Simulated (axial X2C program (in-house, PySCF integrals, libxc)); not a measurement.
## SbH⁻: relativistic diatomic calculation

SbH⁻, single determinant with Ω = 3/2. The distance is the PBE0 minimum at charge −1. Computed at this level: expectation values, HF and Kohn-Sham, two-component X2C with atomic mean-field Coulomb and Gaunt terms, Sb dyall-acv3z, H dyall-av3z (cores contracted) (axial X2C program (in-house, PySCF integrals, libxc)).

### Summary

- outcome: converged; the levels of theory disagree widely; a filled level lies above zero
- hardware: 1 thread of Arm Neoverse V2, 128 GiB of memory available, shared host
- wall time: 3.2 s
- peak memory: 0.3 GiB

### Notes

The highest filled level (PBE0, up to 0.50 eV) lies above zero. That is common for anions, where the functional's self-interaction leaves the outer electrons unbound; only the finite basis holds them, so such levels depend on it.

### Input
```
{"zs": [51, 1], "q": -1, "bas": ["dyall-acv3z", "dyall-av3z"], "r0": 1.72, "levels": ["PBE0", "HF", "TPSSh", "r2SCAN", "BHandHLYP"], "nst": 3}
```

The line is the task of a batch: nuclear charges, charge, bases, the levels to run, a first guess of the distance and further settings. This report covers the levels named above. The log is that of the reference distance.

Launched within a batch (the task file carries these settings):
```bash
python <driver script> task.json out
```

### Log
```
two-component X2C + atomic mean field  PBE0
basis functions 166  fitting functions 839  grid points 5073
iter        total energy     max residual
   1      -6477.924469692     1.06e+00
   2      -6478.379103449     6.27e-03
   3      -6478.378969942     9.01e-03
   4      -6478.380794694     7.06e-04
   5      -6478.380805892     4.85e-04
   6      -6478.380809280     1.62e-04
   7      -6478.380809689     6.07e-06
   8      -6478.380809691     3.73e-06
converged
one-electron -8937.04693192  Coulomb 2619.12129497  exact exchange -42.42405182  xc functional -129.79301938  nuclear repulsion 15.53715472  atomic mean-field constant -3.77525627
```

### Expectation values by level of theory

```csv
quantity,PBE0,HF,TPSSh,r2SCAN,BHandHLYP
effective field for an electron dipole moment (GV/cm),0.963,2.25,0.875,0.952,1.04
field gradient at the first nucleus (a.u.),1.89,2.03,2.02,1.89,2.16
field gradient at the second nucleus (a.u.),0.110,0.115,0.111,0.109,0.110
"A∥/gI, first nucleus (MHz)",285,232,297,324,300
"A∥/gI, second nucleus (MHz)",−0.298,−1.32,0.146,−0.802,−0.0544
```

Each column comes from one determinant, in a basis with contracted cores. The levels disagree widely: the effective field runs from 0.875 to 2.25 GV/cm. They may not all have settled in the same state, and these values aren't reliable properties of the molecule.

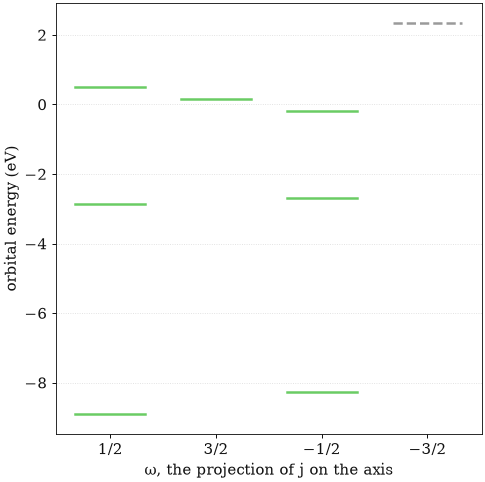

Figure 1. Orbital energies (PBE0) near the frontier at 1.74 Å, filled (solid) and empty (dashed). The highest filled spinor (1/2; 85 % Sb p, 11 % H p) lies at 0.50 eV, the lowest empty one (−3/2; 87 % Sb p, 10 % H p) at 2.35 eV. A filled level above zero is held only by the finite basis .
